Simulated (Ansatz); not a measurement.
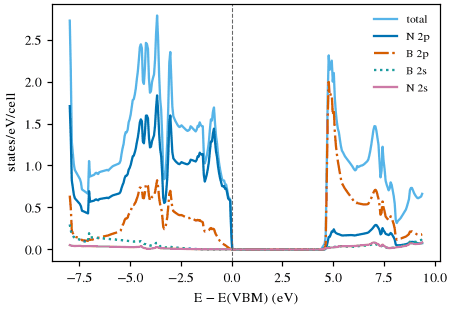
Figure. Total and projected density of states of BN in space group P6_3/mmc (No. 194; B on 2c, N on 2d), the program Ansatz at the PBE level (PAW)

Problem. Which orbitals carry the states next to the gap?

Solution. Top 1 eV of the valence band: N 2p 89 %, B 2p 10 %. Bottom 1 eV of the conduction band: B 2p 79 %, N 2p 10 %, outside the projected shells 8 %. Projections are on Löwdin-orthogonalised atomic valence shells; empty p or d shells of many metals are not among them.

Problem. Where is the tallest occupied peak in this window, and what makes it?

Solution. Near -3.7 eV, about 2.8 states/eV per cell; the largest projected share is N 2p.

The cell was relaxed with PBE under the symmetry of its start. The volume lies over 15 % above that of the usual cell of this phase: another minimum, or an error of the functional. A crystal of weakly bound layers computed without a dispersion correction: the cell and the soft elastic constants depend strongly on that.

Potentials: the later of the program's two PAW sets.
